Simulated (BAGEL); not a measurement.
# C2H4O2Si (SMILES C=C1O[SiH2]O1) at HF/3-21G (density fitting with qzvpp-jkfit)

Aim: the vertical ionisation energy of C2H4O2Si at HF/3-21G (density fitting with qzvpp-jkfit), from 2 runs. 

The calculation is run with BAGEL 1.2.2.

**1. The molecule**

C2H4O2Si: 9 atoms, total charge 0, spin state singlet. As SMILES, `C=C1O[SiH2]O1`. Geometry: relaxed at PBE0-D4/def2-TZVP.

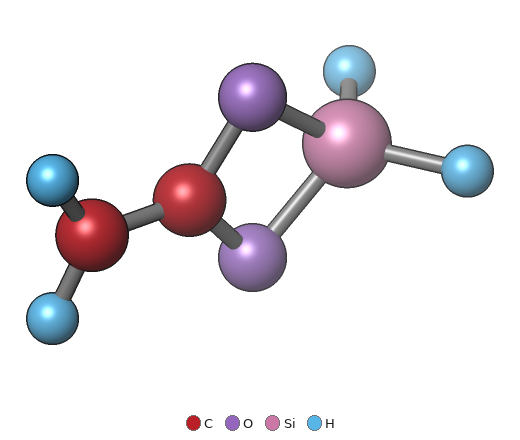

The structure, seen from a chosen angle (carbon red, oxygen purple, silicon pink, hydrogen blue).

**2. A single-point energy at HF/3-21G (density fitting with qzvpp-jkfit)**

job.json

```json
{ "bagel": [

{
  "title": "molecule",
  "basis": "3-21g",
  "df_basis": "qzvpp-jkfit",
  "angstrom": true,
  "geometry": [
    { "atom": "C", "xyz": [       0.527300,       1.358500,      -1.129600 ] },
    { "atom": "C", "xyz": [       0.157300,       0.383100,      -0.322900 ] },
    { "atom": "O", "xyz": [      -0.585200,       0.473600,       0.838200 ] },
    { "atom": "Si", "xyz": [      -0.440000,      -1.190500,       0.978300 ] },
    { "atom": "O", "xyz": [       0.421700,      -0.967300,      -0.442100 ] },
    { "atom": "H", "xyz": [       0.243100,       2.374800,      -0.904500 ] },
    { "atom": "H", "xyz": [       1.111300,       1.132600,      -2.008400 ] },
    { "atom": "H", "xyz": [      -1.701100,      -1.949600,       0.840800 ] },
    { "atom": "H", "xyz": [       0.354100,      -1.661500,       2.132900 ] }
  ]
},

{
  "title": "hf"
},

{
  "title": "print",
  "file": "orbitals.molden",
  "orbitals": true
}

]}
```

Launch:

```
BAGEL_NUM_THREADS=1 BAGEL job.json > job.out
```

Log:

```text
* using 1 threads per process

  ===============================================================
  ===============================================================

  *** Geometry ***

  { "atom" : "C", "xyz" : [      0.996453,      2.567193,     -2.134635 ] },
  { "atom" : "C", "xyz" : [      0.297254,      0.723954,     -0.610193 ] },
  { "atom" : "O", "xyz" : [     -1.105868,      0.894974,      1.583968 ] },
  { "atom" : "Si", "xyz" : [     -0.831479,     -2.249719,      1.848719 ] },
  { "atom" : "O", "xyz" : [      0.796898,     -1.827932,     -0.835448 ] },
  { "atom" : "H", "xyz" : [      0.459392,      4.487722,     -1.709257 ] },
  { "atom" : "H", "xyz" : [      2.100053,      2.140304,     -3.795326 ] },
  { "atom" : "H", "xyz" : [     -3.214613,     -3.684210,      1.588882 ] },
  { "atom" : "H", "xyz" : [      0.669152,     -3.139780,      4.030597 ] },

  Number of auxiliary basis functions:      504

  Since a DF basis is specified, we compute 2- and 3-index integrals:
    o Being stored without compression. Storage requirement is 0.013 GB

  Number of basis functions:       57
  Number of electrons      :       46

    * METHOD: MOLECULE                             0.33

  *** RHF ***

  === Nuclear Repulsion ===
   231.1289581710

      * DIIS with orbital gradients will be used.

  === RHF iteration (3-21g) ===
      0       -513.75145366          0.02432768           0.07
      1       -513.88360271          0.01413916           0.07
      2       -513.92314691          0.00157497           0.07
      3       -513.92439644          0.00044673           0.07
      4       -513.92451310          0.00019499           0.07
      5       -513.92453605          0.00005267           0.07
      6       -513.92453814          0.00002737           0.07
      7       -513.92453855          0.00000424           0.07
      8       -513.92453856          0.00000152           0.07
      9       -513.92453856          0.00000076           0.07
     10       -513.92453856          0.00000017           0.07
     11       -513.92453856          0.00000005           0.07
     12       -513.92453856          0.00000002           0.07
     13       -513.92453856          0.00000000           0.07
    * SCF iteration converged.

    * Permanent dipole moment:
           (    0.253290,     0.666940,    -0.551404) a.u.

    * METHOD: HF                                   1.13

    * METHOD: PRINT                                0.01

  ===============================================================
```

Run time: 1.6 s. Hardware: 1 thread of Arm Neoverse N1, shared host; peak memory 0.093 GiB.

**3. The doublet cation, same level**

job.json

```json
{ "bagel" : [

{
  "title" : "molecule",
  "basis" : "3-21g",
  "df_basis" : "qzvpp-jkfit",
  "angstrom" : "true",
  "geometry" : [
    { "atom" : "C", "xyz" : [       0.527300,       1.358500,      -1.129600 ] },
    { "atom" : "C", "xyz" : [       0.157300,       0.383100,      -0.322900 ] },
    { "atom" : "O", "xyz" : [      -0.585200,       0.473600,       0.838200 ] },
    { "atom" : "Si", "xyz" : [      -0.440000,      -1.190500,       0.978300 ] },
    { "atom" : "O", "xyz" : [       0.421700,      -0.967300,      -0.442100 ] },
    { "atom" : "H", "xyz" : [       0.243100,       2.374800,      -0.904500 ] },
    { "atom" : "H", "xyz" : [       1.111300,       1.132600,      -2.008400 ] },
    { "atom" : "H", "xyz" : [      -1.701100,      -1.949600,       0.840800 ] },
    { "atom" : "H", "xyz" : [       0.354100,      -1.661500,       2.132900 ] }
  ]
},

{
  "title" : "uhf",
  "charge" : 1,
  "nopen" : 1
},

{
  "title" : "print",
  "file" : "orbitals.molden",
  "orbitals" : "true"
}

]}
```

Launch:

```
BAGEL_NUM_THREADS=1 BAGEL job.json > job.out
```

Log:

```text
* using 1 threads per process

  ===============================================================
  ===============================================================

  *** Geometry ***

  { "atom" : "C", "xyz" : [      0.996453,      2.567193,     -2.134635 ] },
  { "atom" : "C", "xyz" : [      0.297254,      0.723954,     -0.610193 ] },
  { "atom" : "O", "xyz" : [     -1.105868,      0.894974,      1.583968 ] },
  { "atom" : "Si", "xyz" : [     -0.831479,     -2.249719,      1.848719 ] },
  { "atom" : "O", "xyz" : [      0.796898,     -1.827932,     -0.835448 ] },
  { "atom" : "H", "xyz" : [      0.459392,      4.487722,     -1.709257 ] },
  { "atom" : "H", "xyz" : [      2.100053,      2.140304,     -3.795326 ] },
  { "atom" : "H", "xyz" : [     -3.214613,     -3.684210,      1.588882 ] },
  { "atom" : "H", "xyz" : [      0.669152,     -3.139780,      4.030597 ] },

  Number of auxiliary basis functions:      504

  Since a DF basis is specified, we compute 2- and 3-index integrals:
    o Being stored without compression. Storage requirement is 0.013 GB

  Number of basis functions:       57
  Number of electrons      :       46

    * METHOD: MOLECULE                             0.33

  *** Open-shell HF ***

  === Nuclear Repulsion ===
   231.1289581710

      * DIIS with orbital gradients will be used.

  === UHF iteration (3-21g) ===
      0       -513.45256999          0.04753287           0.13
      1       -513.57766893          0.03172385           0.13
      2       -513.60828844          0.02110792           0.13
      3       -513.63074412          0.00120139           0.13
      4       -513.63116542          0.00043052           0.13
      5       -513.63124116          0.00024412           0.13
      6       -513.63127468          0.00005263           0.13
      7       -513.63127828          0.00002760           0.13
      8       -513.63127939          0.00000965           0.13
      9       -513.63127951          0.00000403           0.13
     10       -513.63127953          0.00000151           0.13
     11       -513.63127953          0.00000068           0.13
     12       -513.63127953          0.00000046           0.13
     13       -513.63127954          0.00000026           0.13
     14       -513.63127954          0.00000008           0.13
     15       -513.63127954          0.00000004           0.13
     16       -513.63127954          0.00000002           0.13
     17       -513.63127954          0.00000001           0.13
    * SCF iteration converged.

    * S^2 (UHF) is 0.7586

    * Permanent dipole moment:
           (   -0.207710,    -0.547970,     0.453282) a.u.

    * METHOD: UHF                                  2.55

    * METHOD: PRINT                                0.01

  ===============================================================
```

It took 3.3 s on 1 thread of Arm Neoverse N1, shared host; peak memory 0.093 GiB.

**4. Outcome**

At HF/3-21G (density fitting with qzvpp-jkfit):

| quantity | value |
| --- | --- |
| singlet C2H4O2Si: total energy | -513.92454 Eh |
| singlet C2H4O2Si: dipole moment | 2.29 D |
| singlet C2H4O2Si: HOMO energy | -9.20 eV |
| singlet C2H4O2Si: LUMO energy | 3.06 eV |
| singlet C2H4O2Si: HOMO–LUMO gap | 12.26 eV |
| doublet cation: total energy | -513.63128 Eh |
| doublet cation: ⟨S²⟩ | 0.759 |
| vertical ionisation energy (to the doublet cation) | 7.980 eV |

Removing an electron at fixed nuclei costs 7.98 eV (184 kcal/mol). The negative HOMO energy of the first species, 9.20 eV, lies 1.22 eV above that difference.
